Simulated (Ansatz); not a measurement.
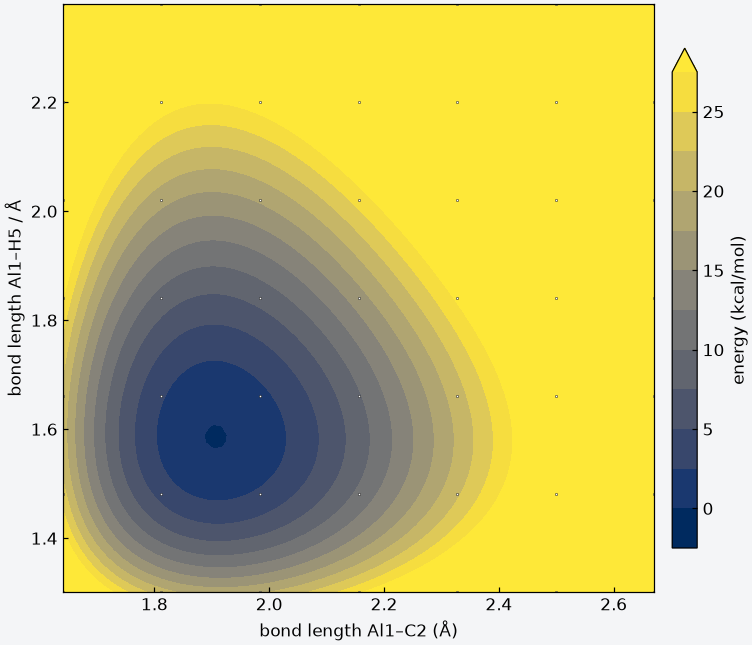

CH₄AlClSi, SMILES [AlH2][CH]=[SiH]Cl. The first coordinate is: bond length Al1–C2; the second: bond length Al1–H5. Nothing is relaxed (all other coordinates rigid). The grid has 7 × 7 points. Points are written as (first, second). All energies are given in kcal/mol relative to the relaxed molecule at the same level. The reference is spin-restricted, which grows unreliable where a bond is stretched far. Method: RKS PBE0-D4/def2-TZVP (Ansatz).

In the figure: filled contours, dots at the grid points, one colour for all values above the top of the scale. Between grid points the surface is interpolated.

Estimate the position of the minimum and the force constants in these coordinates.

Answer. The interpolated minimum is at bond length Al1–C2 ≈ 1.906 Å, bond length Al1–H5 ≈ 1.58 Å. The curvatures there are about 18 eV/Å² and 14 eV/Å², with a cross term of about 0.4 eV/Å². Round the minimum the two coordinates are nearly uncoupled. (1 eV is 23.1 kcal/mol.)
